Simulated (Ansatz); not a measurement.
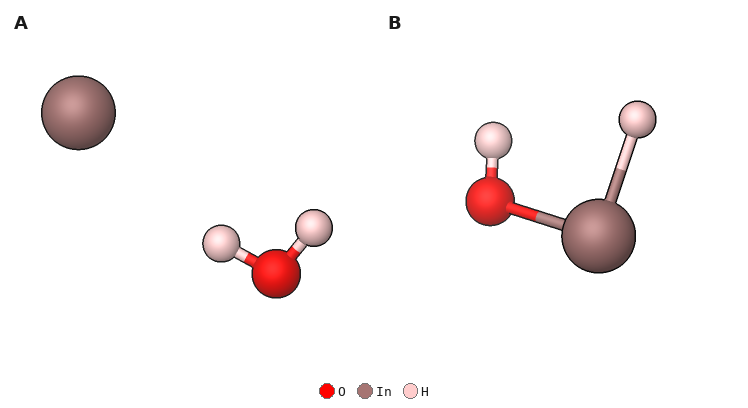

2 stationary structures of one formula. State: charge −1, singlet. Geometries: PBE0-D4/def2-TZVPD. Electronic energies: ωB97M-V/def2-TZVPPD (Ansatz 0.2.0), without zero-point energy. No frequency run is at hand to confirm each as a minimum.

### Which structure is the most stable?

B is lowest (Cs); A lies 133.1 kJ/mol above it.

Give E(B) − E(A) in kJ/mol at these levels too: B3LYP-D4/def2-TZVPPD; PBE-D4/def2-TZVPPD; PBE0-D4/def2-TZVPD; r2SCAN-D4/def2-TZVPPD; PBE0-D4/def2-TZVPPD; ωB97M-V/def2-TZVPPD.

| level | E(B) − E(A) (kJ/mol) |
| --- | --- |
| B3LYP-D4/def2-TZVPPD | −124.9 |
| PBE-D4/def2-TZVPPD | −123.1 |
| PBE0-D4/def2-TZVPD | −123.6 |
| r2SCAN-D4/def2-TZVPPD | −146.1 |
| PBE0-D4/def2-TZVPPD | −120.8 |
| ωB97M-V/def2-TZVPPD | −133.1 |
